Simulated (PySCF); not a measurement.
```yaml
atoms:
  - { symbol: Si, position_ang: [-0.2620, 0.9715, -1.0136] }
  - { symbol: N, position_ang: [0.2779, 0.4062, 0.4967] }
  - { symbol: Si, position_ang: [0.1140, -1.2091, 1.1688] }
  - { symbol: Cl, position_ang: [0.8592, 2.5953, -1.5581] }
  - { symbol: Cl, position_ang: [-2.2309, 1.5412, -1.0126] }
  - { symbol: Cl, position_ang: [-0.0721, -0.5237, -2.4013] }
  - { symbol: H, position_ang: [0.7794, 1.0914, 1.0564] }
  - { symbol: H, position_ang: [0.0217, -1.0755, 2.6516] }
  - { symbol: H, position_ang: [-1.1303, -1.8169, 0.6207] }
  - { symbol: H, position_ang: [1.2764, -2.0844, 0.8349] }
```

Geometry: PBE0-D3(BJ)/def2-SVP.

Theory: PBE0/pcSseg-2, SCF density, gas phase, non-relativistic in PySCF 2.14.0.

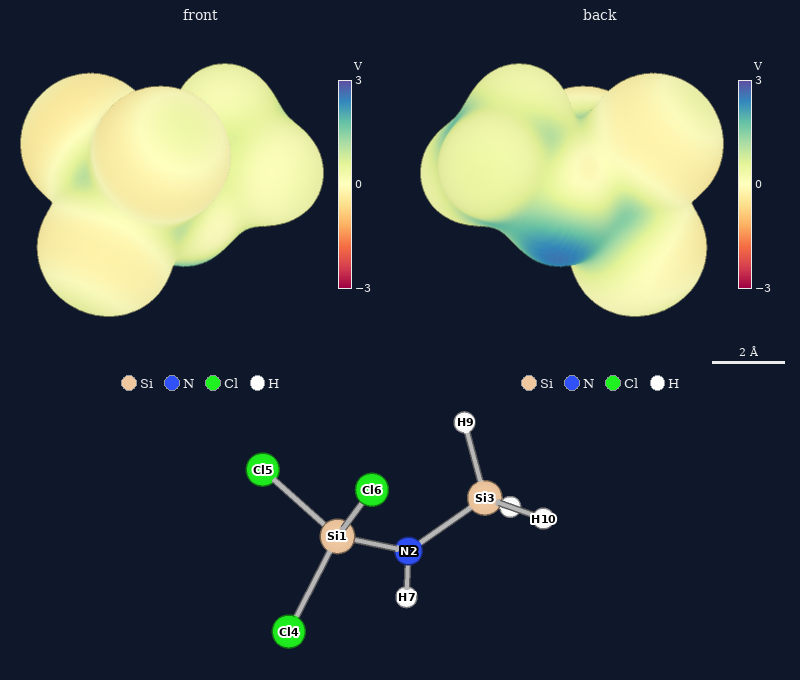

Cl3H4NSi2 (SMILES [SiH3]N[Si](Cl)(Cl)Cl). The electrostatic potential painted on the density surface at 0.002 e/bohr³, seen from the front and from behind; the colour scale runs from red (negative) to blue (positive). The bare structure is drawn below in the same view.

### Which sites attract a positive test charge, and which a negative one?

A positive charge is drawn to the negative regions and a negative charge to the positive ones. The most negative region (about −0.3 V, or −7 kcal/mol for a unit charge) lies over Cl5 and Cl6, the most positive (about +2.5 V, or +58 kcal/mol for a unit charge) over H7. Cl4 shows a σ-hole: about +0.4 V, or +9 kcal/mol for a unit charge at the tip opposite its bond, against about 0.0 V on its flanks. Cl5 shows a σ-hole: about +0.3 V at the tip opposite its bond, against about −0.2 V on its flanks.
